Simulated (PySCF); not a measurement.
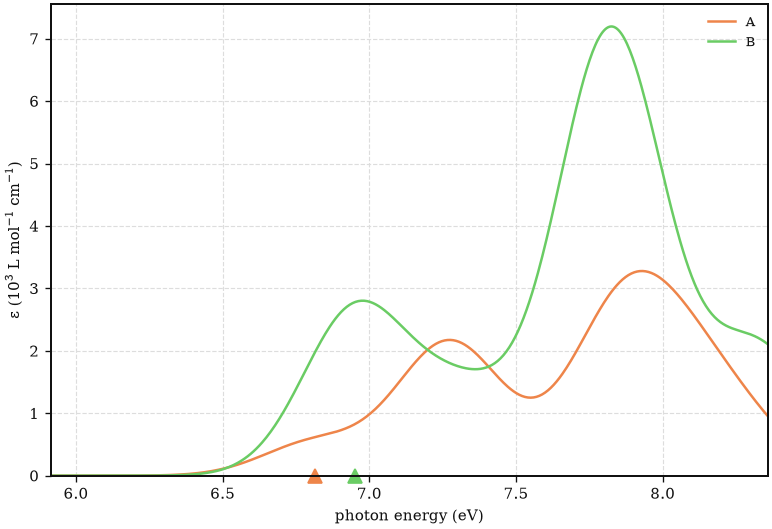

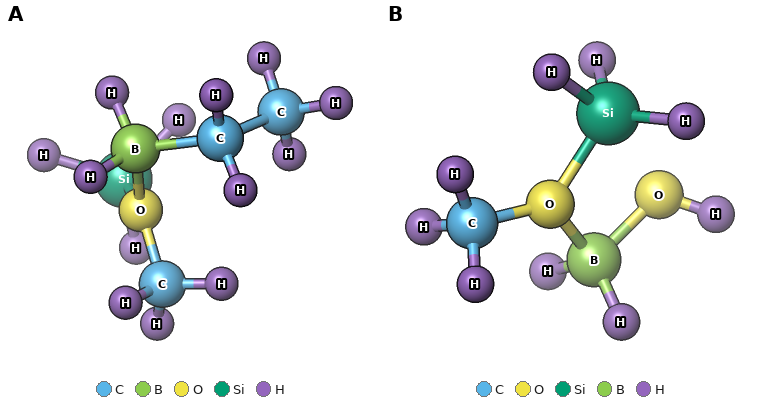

Related molecules: A is C₃H₁₃BOSi, SMILES CC[BH2-][O+](C)[SiH3]; B is CH₉BO₂Si, SMILES C[O+]([SiH3])[BH2-]O. Vertical TDDFT absorption, CAM-B3LYP/def2-SVPD, PySCF, at a GFN2-xTB geometry (no frequency check); Gaussians of 1/e half-width 0.25 eV, triangles mark S1, and the range ends where the computed states of one molecule run out.

Question: How does the lowest singlet move?

Answer: A: 6.81 eV (f = 0.008, mainly HOMO → LUMO (86 %)); B: 6.95 eV (f = 0.040, mainly HOMO → LUMO (83 %)). From A to B it shifts 0.14 eV to the blue.

Question: And the brightest state of each within the range drawn?

Answer: A: S5 at 7.91 eV, f = 0.03; B: S4 at 7.80 eV, f = 0.07.

Limits of at least one run: core orbitals are frozen in the response; one conformer of a flexible molecule; the tight-binding geometry is rougher than a DFT one and adds to the error.
